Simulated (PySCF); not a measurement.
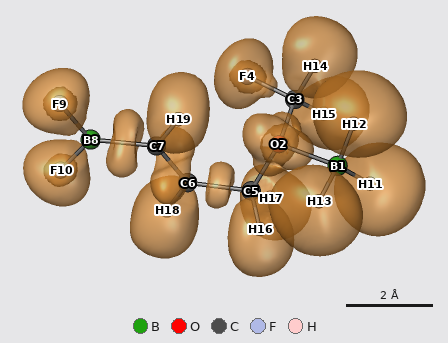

C₄H₉B₂F₃O. Isosurface of the ELF at 0.75 (orange), seen across its widest extent. Core shells and regions of very low density are left out.

Geometry: GFN2-xTB.

Theory: PBE0/pcSseg-1, SCF density, gas phase, non-relativistic (PySCF 2.14.0).

```yaml
atoms:
  - { symbol: B, position_ang: [-2.0160, 0.9079, 1.3492] }
  - { symbol: O, position_ang: [-0.8590, 0.0223, 0.4994] }
  - { symbol: C, position_ang: [-1.3390, -1.2629, 0.2971] }
  - { symbol: F, position_ang: [-0.3709, -2.0525, -0.2498] }
  - { symbol: C, position_ang: [-0.4493, 0.6808, -0.7023] }
  - { symbol: C, position_ang: [0.9738, 0.3964, -1.0672] }
  - { symbol: C, position_ang: [1.8965, -0.0890, -0.2350] }
  - { symbol: B, position_ang: [3.3594, -0.3543, -0.6610] }
  - { symbol: F, position_ang: [4.2748, -0.8271, 0.1595] }
  - { symbol: F, position_ang: [3.7978, -0.1176, -1.8842] }
  - { symbol: H, position_ang: [-2.9610, 0.9572, 0.6301] }
  - { symbol: H, position_ang: [-2.1914, 0.2762, 2.3322] }
  - { symbol: H, position_ang: [-1.4803, 1.9449, 1.5311] }
  - { symbol: H, position_ang: [-1.6032, -1.6820, 1.2725] }
  - { symbol: H, position_ang: [-2.1974, -1.2880, -0.3939] }
  - { symbol: H, position_ang: [-0.5612, 1.7530, -0.5098] }
  - { symbol: H, position_ang: [-1.1224, 0.4158, -1.5283] }
  - { symbol: H, position_ang: [1.2336, 0.6447, -2.0874] }
  - { symbol: H, position_ang: [1.6053, -0.3165, 0.7822] }
```

### Identify the bonds, lone pairs and shells in this picture.

The surface consists of one region between bonded B–C atoms (shared pairs), two regions between bonded C–C atoms (shared pairs), nine regions around hydrogen nuclei, three regions on F in which the atom's valence shell and bonds are merged and one region on O in which the atom's valence shell and bonds are merged.

Values along the shortest contacts:
B–F (1.32 Å): the ELF peaks at about 0.85 between the atoms; a polar covalent bond. C–C (1.33 Å): the ELF peaks at about 0.90 between the atoms (a short, multiple covalent bond).
